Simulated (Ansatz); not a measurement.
# C3H7GeN: shift of H9 from Ge4 to C3

How high is the barrier for the shift of H9 from Ge4 to C3? Relax the two ends, then run a nudged elastic band between them. SMILES of the start: CC#[C][GeH2][NH2].

Program: Ansatz 0.2.0. Level of theory: RKS LDA/def2-SVP. These are calculated values, not measurements.

**1. The starting structure**

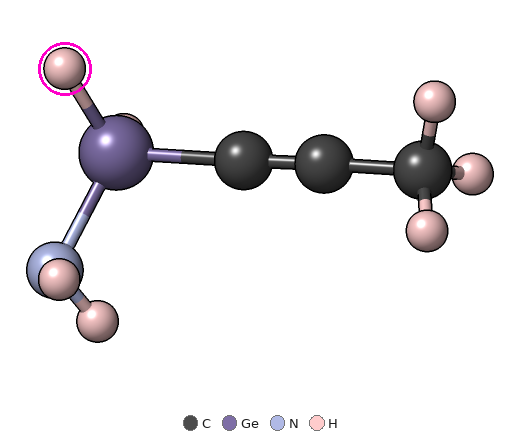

Start, viewed from a chosen angle; carbon dark grey, germanium purple, nitrogen light blue, hydrogen pink. Ringed: H9.

Coordinates:

```xyz
12

C    -1.3897   -1.0880    2.0941
C    -0.5912   -0.3594    1.1092
C     0.0805    0.2104    0.2952
Ge    1.2877    1.1069   -0.9545
N     0.9459    0.3505   -2.6590
H    -2.1908   -1.6417    1.5452
H    -0.7865   -1.6970    2.7264
H    -1.9174   -0.2764    2.7086
H     0.8545    2.6197   -0.9395
H     2.7024    0.9299   -0.5219
H    -0.0862    0.4453   -2.8272
H     1.1677   -0.6553   -2.5427
```

**2. Relaxing end A**

File input.yaml:

```yaml
crystal:
  periodic: [false, false, false]
  atoms:
    - { symbol: C, position_ang: [-1.3897, -1.088, 2.0941] }
    - { symbol: C, position_ang: [-0.5912, -0.3594, 1.1092] }
    - { symbol: C, position_ang: [0.0805, 0.2104, 0.2952] }
    - { symbol: Ge, position_ang: [1.2877, 1.1069, -0.9545] }
    - { symbol: "N", position_ang: [0.9459, 0.3505, -2.659] }
    - { symbol: H, position_ang: [-2.1908, -1.6417, 1.5452] }
    - { symbol: H, position_ang: [-0.7865, -1.697, 2.7264] }
    - { symbol: H, position_ang: [-1.9174, -0.2764, 2.7086] }
    - { symbol: H, position_ang: [0.8545, 2.6197, -0.9395] }
    - { symbol: H, position_ang: [2.7024, 0.9299, -0.5219] }
    - { symbol: H, position_ang: [-0.0862, 0.4453, -2.8272] }
    - { symbol: H, position_ang: [1.1677, -0.6553, -2.5427] }
basis:
  gaussian: { orbitals: def2-SVP }
hamiltonian:
  xc: lda
relax:
  f_tol: 0.02
  max_steps: 50
```

Run with:

```console
> ansatz run input.yaml --threads 2 --pin off --max-ram 3072MiB --backend cpu --events-out ev --progress --plain --runs-dir out
```

Standard output (excerpt; [...] marks lines left out):

```text
Warning: RAYON_NUM_THREADS=2 ignored (pool sized by the plan → 2); use --threads N
[...]
Functional definition: SPW92
[...]
1403 factors; their error is unknown
[...]
mean field -61092.29926992 eV, -2245.1005883216 hartree, gradient 4.5e-5 eV, S^2 0.000000; 0 other end points of the search recorded, 0 dependent functions left out
[...]
reference -61092.29931093 eV, -2245.1005898288 hartree; 32, 32 occupied and 91, 91 virtual orbitals, 1403 factors
relax step   1: F+E_penalty+E_count = -61092.29926992 eV  Δ(F+E_penalty+E_count) = +0.000e0 eV  max|allowed force component| = 2.655e0 eV/Å  Δτ_max = 0.0000 Å  (28 SCF iters, accepted)
[...]
Atom 4 at     0.988431     0.404752    -2.633219 Å, force     0.001236     0.001545     0.000624 eV/Å
Atom 5 at    -2.197323    -1.666993     1.636927 Å, force     0.000165    -0.000109     0.000174 eV/Å
Atom 6 at    -0.829095    -1.708934     2.794251 Å, force    -0.000185    -0.000234    -0.000090 eV/Å
Atom 7 at    -1.958949    -0.317085     2.790953 Å, force    -0.000152     0.000767    -0.000447 eV/Å
Atom 8 at     0.815946     2.558628    -0.998376 Å, force     0.000133     0.000045     0.000533 eV/Å
Atom 9 at     2.677188     0.867910    -0.565445 Å, force    -0.000103     0.000451     0.000332 eV/Å
Atom 10 at     0.034992     0.518331    -2.999768 Å, force    -0.001718     0.001112    -0.000214 eV/Å
Atom 11 at     1.247298    -0.586410    -2.716258 Å, force     0.001289    -0.001629    -0.000134 eV/Å
Dipole moment:    -0.329077    -0.326063     0.140583 e Å
```

Wall time 14 s (2 threads of Arm Neoverse V1, shared host); peak memory 0.16 GiB.

The steps of the relaxation:

| step | energy from step 1 (eV) | largest force component (eV/Å) |
| --- | --- | --- |
| 1 | 0.0000 | 2.6553 |
| 2 | -0.2891 | 1.0405 |
| 3 | -0.3354 | 0.2448 |
| 4x | -0.3270 | 0.6662 |
| 5 | -0.3428 | 0.0597 |
| 6 | -0.3442 | 0.0879 |
| 7 | -0.3452 | 0.0225 |
| 8 | -0.3453 | 0.0022 |

Step 1 is the start. 1 step was tried and not accepted (marked x).

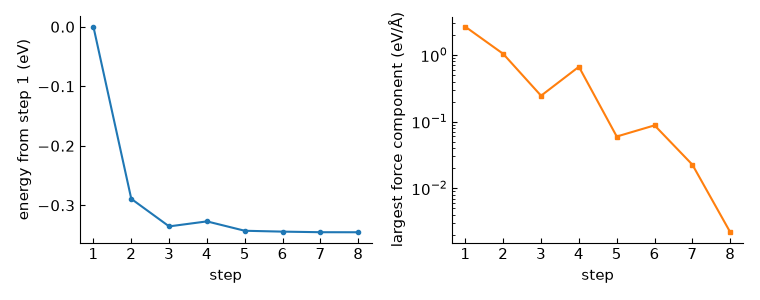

How energy and force went from step to step.

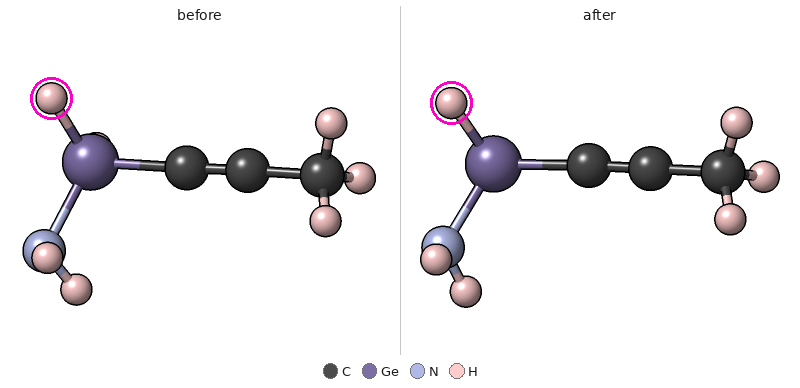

Before and after, at one scale.

After: Bond lengths: C1–C2 1.439 Å, C2–C3 1.228 Å, C3–Ge4 1.891 Å, Ge4–N5 1.827 Å, C1–H6 1.113 Å, C1–H7 1.113 Å, C1–H8 1.113 Å, Ge4–H9 1.542 Å, Ge4–H10 1.542 Å, N5–H11 1.028 Å, N5–H12 1.028 Å. Angles (14 of 17 angles, heavy atoms first): C1–C2–C3 179.7°, C2–C3–Ge4 178.0°, C3–Ge4–N5 114.2°, C2–C1–H6 111.6°, C2–C1–H7 111.6°, C2–C1–H8 111.5°, C3–Ge4–H9 108.7°, C3–Ge4–H10 108.7°, N5–Ge4–H9 106.8°, N5–Ge4–H10 106.8°, Ge4–N5–H11 113.3°, Ge4–N5–H12 113.3°, H6–C1–H7 107.3°, H6–C1–H8 107.3°.

**3. End point B**

The second end starts from a geometry with the move made by hand.

input.yaml: that of step 2 with these lines changed.

```diff
@@ -11,3 +11,3 @@
     - { symbol: H, position_ang: [-1.9174, -0.2764, 2.7086] }
-    - { symbol: H, position_ang: [0.8545, 2.6197, -0.9395] }
+    - { symbol: H, position_ang: [-0.51624, 0.80304, -0.39818] }
     - { symbol: H, position_ang: [2.7024, 0.9299, -0.5219] }
```

Run with:

```console
> ansatz run input.yaml --threads 2 --pin off --max-ram 3072MiB --backend cpu --events-out ev --progress --plain --runs-dir out
```

Standard output (excerpt; [...] marks lines left out):

```text
Warning: RAYON_NUM_THREADS=2 ignored (pool sized by the plan → 2); use --threads N
[...]
Functional definition: SPW92
[...]
1403 factors; their error is unknown
[...]
mean field -61089.15998957 eV, -2244.9852218968 hartree, gradient 5.2e-5 eV, S^2 0.000000; 1 other end points of the search recorded, 0 dependent functions left out
[...]
reference -61089.16002861 eV, -2244.9852233315 hartree; 32, 32 occupied and 91, 91 virtual orbitals, 1403 factors
[...]
relax step  18: F+E_penalty+E_count = -61091.80975726 eV  Δ(F+E_penalty+E_count) = -5.990e-2 eV  max|allowed force component| = 5.107e-1 eV/Å  Δτ_max = 0.1912 Å  (32 SCF iters, accepted)
[...]
1403 factors; their error is unknown
[...]
mean field -61091.87605423 eV, -2245.0850354320 hartree, gradient 2.5e-5 eV, S^2 0.000000; 0 other end points of the search recorded, 0 dependent functions left out
[...]
```

**4. The output, continued: end point B relaxed**

The log, continued (excerpt; [...] marks lines left out):

```text
reference -61091.87609150 eV, -2245.0850368017 hartree; 32, 32 occupied and 91, 91 virtual orbitals, 1403 factors
relax step  19: F+E_penalty+E_count = -61091.87605423 eV  Δ(F+E_penalty+E_count) = -6.630e-2 eV  max|allowed force component| = 5.840e-1 eV/Å  Δτ_max = 0.1975 Å  (31 SCF iters, accepted)
[...]
Atom 8 at    -0.724655     2.462573     0.459265 Å, force     0.000337    -0.002060    -0.000587 eV/Å
Atom 9 at     1.614302    -0.463796     0.176935 Å, force     0.001055     0.001471    -0.000279 eV/Å
Atom 10 at     0.135704     0.331237    -2.943642 Å, force     0.001863    -0.004149     0.005025 eV/Å
Atom 11 at     0.389415    -1.163272    -2.165263 Å, force    -0.000174     0.001797     0.001796 eV/Å
Dipole moment:    -0.485872    -0.283982     0.107663 e Å
```

It took 53 s on 2 threads of Arm Neoverse V1, shared host; peak memory 0.17 GiB.

The steps of the relaxation, one in 2:

| step | energy from step 1 (eV) | largest force component (eV/Å) |
| --- | --- | --- |
| 1 | 0.0000 | 4.8105 |
| 3 | -1.2768 | 1.1070 |
| 5 | -1.5742 | 1.0011 |
| 7 | -1.9658 | 1.0453 |
| 9 | -2.2812 | 0.6387 |
| 11 | -2.3805 | 0.6117 |
| 13 | -2.4289 | 0.4279 |
| 15 | -2.4822 | 0.7181 |
| 17 | -2.5899 | 0.7203 |
| 19 | -2.7161 | 0.5840 |
| 21x | -2.6714 | 1.7202 |
| 23 | -2.8104 | 0.2334 |
| 25 | -2.8253 | 0.1535 |
| 27 | -2.8343 | 0.0961 |
| 29 | -2.8364 | 0.0309 |
| 31 | -2.8366 | 0.0056 |

Step 1 is the start. 3 steps were tried and not accepted (marked x).

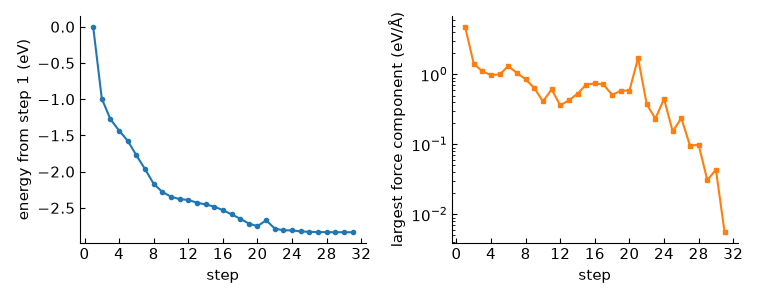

Energy and largest force along the relaxation.

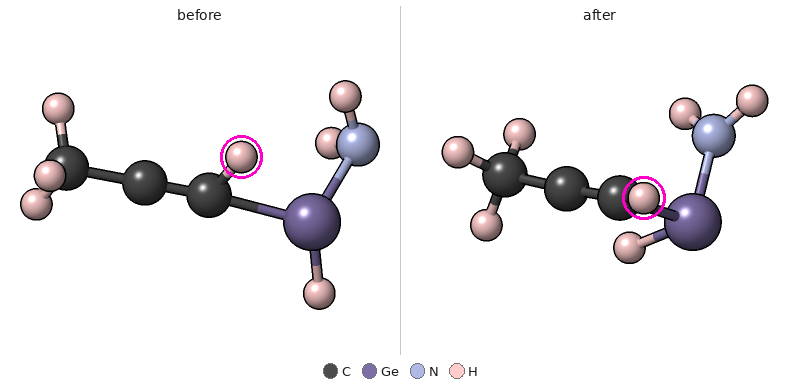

Before and after, at one scale.

After: Bond lengths: C1–C2 1.436 Å, C2–C3 1.249 Å, C3–Ge4 2.173 Å, Ge4–N5 1.829 Å, C1–H6 1.114 Å, C1–H7 1.112 Å, C1–H8 1.116 Å, C3–H9 1.093 Å, Ge4–H10 1.588 Å, N5–H11 1.023 Å, N5–H12 1.023 Å. Angles (14 of 16 angles, heavy atoms first): C1–C2–C3 177.2°, C2–C3–Ge4 92.3°, C3–Ge4–N5 107.7°, C2–C1–H6 110.4°, C2–C1–H7 111.5°, C2–C1–H8 111.7°, C2–C3–H9 150.7°, Ge4–C3–H9 117.0°, C3–Ge4–H10 94.6°, N5–Ge4–H10 97.4°, Ge4–N5–H11 121.0°, Ge4–N5–H12 125.6°, H6–C1–H7 107.3°, H6–C1–H8 107.6°.

**5. Nudged elastic band**

crystal.atoms is end A as relaxed above, and neb.final_atoms is end B, turned to lie on A. With 5 inner images the band has 7 in all. The start path is listed, through a guess of the saddle.

File input.yaml:

```yaml
crystal:
  periodic: [false, false, false]
  atoms:
    - { symbol: C, position_ang: [-1.424917, -1.039655, 2.134775] }
    - { symbol: C, position_ang: [-0.592139, -0.364783, 1.174168] }
    - { symbol: C, position_ang: [0.120145, 0.213915, 0.358791] }
    - { symbol: Ge, position_ang: [1.195323, 1.065224, -0.942899] }
    - { symbol: "N", position_ang: [0.988431, 0.404752, -2.633219] }
    - { symbol: H, position_ang: [-2.197323, -1.666993, 1.636927] }
    - { symbol: H, position_ang: [-0.829095, -1.708934, 2.794251] }
    - { symbol: H, position_ang: [-1.958949, -0.317085, 2.790953] }
    - { symbol: H, position_ang: [0.815946, 2.558628, -0.998376] }
    - { symbol: H, position_ang: [2.677188, 0.86791, -0.565445] }
    - { symbol: H, position_ang: [0.034992, 0.518331, -2.999768] }
    - { symbol: H, position_ang: [1.247298, -0.58641, -2.716258] }
basis:
  gaussian: { orbitals: def2-SVP }
hamiltonian:
  xc: lda
neb:
  order_check: false
  images: 5
  f_tol: 0.05
  max_iterations: 60
  final_atoms:
    - { symbol: C, position_ang: [-0.84628341, -0.73371209, 1.47481399] }
    - { symbol: C, position_ang: [-0.39681486, 0.51407989, 0.92317146] }
    - { symbol: C, position_ang: [-0.0639395, 1.61046886, 0.42486582] }
    - { symbol: Ge, position_ang: [1.48416661, 0.68848538, -0.78945345] }
    - { symbol: "N", position_ang: [0.66162922, -0.17608565, -2.17504849] }
    - { symbol: H, position_ang: [-1.05834481, -1.464048, 0.66130251] }
    - { symbol: H, position_ang: [-0.07589265, -1.18921108, 2.13517144] }
    - { symbol: H, position_ang: [-1.78310729, -0.60836788, 2.06760121] }
    - { symbol: H, position_ang: [-0.19866297, 2.69048709, 0.32062113] }
    - { symbol: H, position_ang: [1.65900551, -0.57107021, 0.16131841] }
    - { symbol: H, position_ang: [0.34067552, 0.33602134, -3.00025102] }
    - { symbol: H, position_ang: [0.35446863, -1.15214765, -2.17021302] }
  initial_path:
    images:
      - { positions_ang: [[-1.424917, -1.039655, 2.134775], [-0.592139, -0.364783, 1.174168], [0.120145, 0.213915, 0.358791], [1.195323, 1.065224, -0.942899], [0.988431, 0.404752, -2.633219], [-2.197323, -1.666993, 1.636927], [-0.829095, -1.708934, 2.794251], [-1.958949, -0.317085, 2.790953], [0.815946, 2.558628, -0.998376], [2.677188, 0.86791, -0.565445], [0.034992, 0.518331, -2.999768], [1.247298, -0.58641, -2.716258]] }
      - { positions_ang: [[-1.40050579, -1.01329707, 2.10421639], [-0.57132507, -0.32661751, 1.13750096], [0.13347174, 0.24392641, 0.32405693], [1.26217075, 1.10001428, -0.9582503], [0.99774459, 0.42025714, -2.65612146], [-2.19042453, -1.60282677, 1.58822944], [-0.80940525, -1.6731941, 2.75073719], [-1.920628, -0.25722558, 2.75115418], [0.60570009, 2.20200878, -0.80984146], [2.71962632, 0.88890021, -0.56574163], [0.01934052, 0.54190466, -2.95429045], [1.23113463, -0.57895046, -2.67774979]] }
      - { positions_ang: [[-1.37609459, -0.98693913, 2.07365778], [-0.55051115, -0.28845201, 1.10083392], [0.14679848, 0.27393782, 0.28932287], [1.3290185, 1.13480456, -0.97360161], [1.00705818, 0.43576227, -2.67902392], [-2.18352605, -1.53866055, 1.53953188], [-0.78971549, -1.6374542, 2.70722338], [-1.882307, -0.19736615, 2.71135536], [0.39545418, 1.84538955, -0.62130692], [2.76206464, 0.90989043, -0.56603825], [0.00368904, 0.56547833, -2.90881289], [1.21497127, -0.57149091, -2.63924158]] }
      - { positions_ang: [[-1.35168338, -0.9605812, 2.04309917], [-0.52969722, -0.25028652, 1.06416687], [0.16012522, 0.30394923, 0.2545888], [1.39586624, 1.16959484, -0.98895291], [1.01637177, 0.45126741, -2.70192638], [-2.17662758, -1.47449432, 1.49083431], [-0.77002574, -1.6017143, 2.66370957], [-1.843986, -0.13750673, 2.67155654], [0.18520827, 1.48877033, -0.43277238], [2.80450295, 0.93088064, -0.56633488], [-0.01196244, 0.58905199, -2.86333534], [1.1988079, -0.56403137, -2.60073338]] }
      - { positions_ang: [[-1.18321672, -0.88495816, 1.85367078], [-0.4854031, 0.00450228, 1.0171684], [0.08543698, 0.73945577, 0.31134781], [1.4252997, 1.00922502, -0.92245309], [0.89812426, 0.24214972, -2.52630042], [-1.80386665, -1.47101222, 1.21432371], [-0.53864805, -1.46421322, 2.4875302], [-1.8236931, -0.29446045, 2.47023809], [0.05725119, 1.88934258, -0.18164121], [2.42267047, 0.43023036, -0.32378378], [0.10558355, 0.50470844, -2.9089739], [0.91736147, -0.76007013, -2.45722659]] }
      - { positions_ang: [[-1.01475007, -0.80933513, 1.66424238], [-0.44110898, 0.25929109, 0.97016993], [0.01074874, 1.17496232, 0.36810681], [1.45473315, 0.8488552, -0.85595327], [0.77987674, 0.03303204, -2.35067445], [-1.43110573, -1.46753011, 0.93781311], [-0.30727035, -1.32671215, 2.31135082], [-1.80340019, -0.45141416, 2.26891965], [-0.07070589, 2.28991484, 0.06948996], [2.04083799, -0.07041993, -0.08123268], [0.22312953, 0.42036489, -2.95461246], [0.63591505, -0.95610889, -2.31371981]] }
      - { positions_ang: [[-0.84628341, -0.73371209, 1.47481399], [-0.39681486, 0.51407989, 0.92317146], [-0.0639395, 1.61046886, 0.42486582], [1.48416661, 0.68848538, -0.78945345], [0.66162922, -0.17608565, -2.17504849], [-1.05834481, -1.464048, 0.66130251], [-0.07589265, -1.18921108, 2.13517144], [-1.78310729, -0.60836788, 2.06760121], [-0.19866297, 2.69048709, 0.32062113], [1.65900551, -0.57107021, 0.16131841], [0.34067552, 0.33602134, -3.00025102], [0.35446863, -1.15214765, -2.17021302]] }
```

Run with:

```console
> ansatz run input.yaml --threads 2 --pin off --max-ram 3072MiB --backend cpu --events-out ev --progress --plain --runs-dir out
```

Standard output (excerpt; [...] marks lines left out):

```text
Warning: RAYON_NUM_THREADS=2 ignored (pool sized by the plan → 2); use --threads N
[...]
Functional definition: SPW92
[...]
1403 factors; their error is unknown
[...]
mean field -61092.64454906 eV, -2245.1132770964 hartree, gradient 4.9e-5 eV, S^2 0.000000; 0 other end points of the search recorded, 0 dependent functions left out
[...]
reference -61092.64459033 eV, -2245.1132786129 hartree; 32, 32 occupied and 91, 91 virtual orbitals, 1403 factors
[...]
Atom 8 at     0.095220     1.557080    -0.055020 Å, force     0.000832    -0.000986    -0.000040 eV/Å
Atom 9 at     2.700291     0.956420    -0.551907 Å, force     0.000142    -0.000178    -0.000160 eV/Å
Atom 10 at     0.357632     0.699287    -3.320833 Å, force    -0.000369     0.000210    -0.000267 eV/Å
Atom 11 at     0.817010    -0.691335    -2.501493 Å, force     0.000090     0.000359    -0.000076 eV/Å
Dipole moment:    -0.532896    -0.279797     0.238124 e Å
this run last wrote the band of iteration 27 to <dir>
```

Run time: 3.5 min. Hardware: 2 threads of Arm Neoverse V1, shared host; peak memory 0.17 GiB.

(Part 1 of 3 ends here.)
